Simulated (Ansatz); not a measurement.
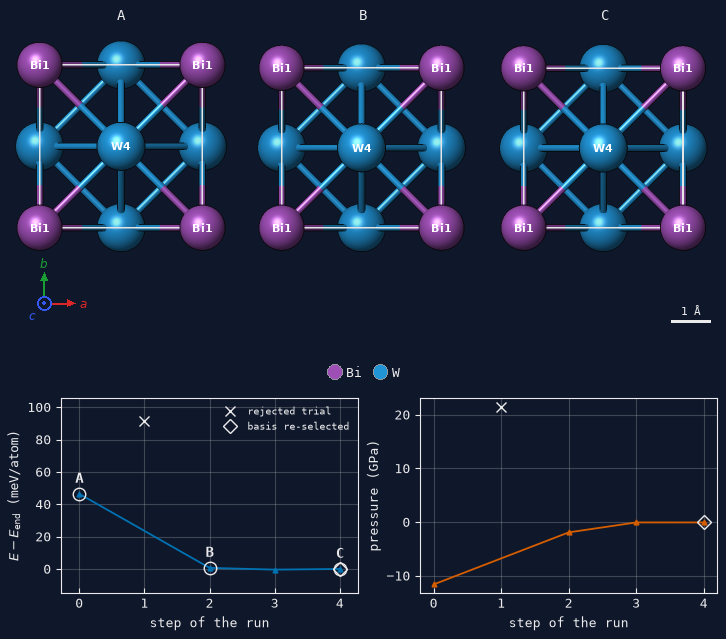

Frames of a relaxation of a crystal of BiW₃ (built on the Cu3Au (L1_2)_221 type) (coarse preliminary run), marked on the history of the run. A ball-and-stick model of the cell of the calculation, seen along the c axis.

Case: Cu3Au (L1_2) type (Pm-3m, No. 221).

Theory: DFT PBE, scalar-relativistic, plane waves, PAW (Ansatz). (plane-wave cutoff 420 eV; k-point mesh 4 × 4 × 4; occupations gaussian; smearing width 0.1 eV; no spin polarisation; cell and atoms relaxed; force threshold 0.04 eV/Å; at most 70 steps)

**Describe the path.**

The energy falls by 46.4 meV per atom in 2 accepted moves (4 points after the start). All forces vanish by symmetry, so only the cell relaxes. Pressure: −11.61 GPa at the start and −0.07 GPa at the end. The line search rejected the trial step at point 1 of the run. The SCF was repeated once at an unchanged geometry on a basis and grid sized afresh for the cell, which shifted the energy by 0.4 meV per atom at most. No atom moves by more than 0.005 Å relative to the cell. The drawn cell changes as follows: a = b = c 4.255 → 4.165 Å (−2.1 %); the volume changes by −6.2 %. Some distances before and after: Bi–W 3.009 → 2.945 Å, W–W 3.009 → 2.945 Å. The space group stays Pm-3m (No. 221). From step 0 to 2: volume −5.4 %, energy −45.7 meV per atom. From step 2 to 4: volume −0.9 %, energy −0.7 meV per atom.

```json
{"step": "0", "E − E(0), meV/atom": "0.00", "pressure, GPa": "-11.61", "volume, Å³/atom": "19.255", "note": ""}
{"step": "1", "E − E(0), meV/atom": "44.76", "pressure, GPa": "21.51", "volume, Å³/atom": "16.574", "note": "rejected"}
{"step": "2", "E − E(0), meV/atom": "-45.75", "pressure, GPa": "-1.92", "volume, Å³/atom": "18.221", "note": ""}
{"step": "3", "E − E(0), meV/atom": "-46.83", "pressure, GPa": "-0.06", "volume, Å³/atom": "18.057", "note": ""}
{"step": "4", "E − E(0), meV/atom": "-46.42", "pressure, GPa": "-0.07", "volume, Å³/atom": "18.057", "note": "same geometry, new basis"}
```
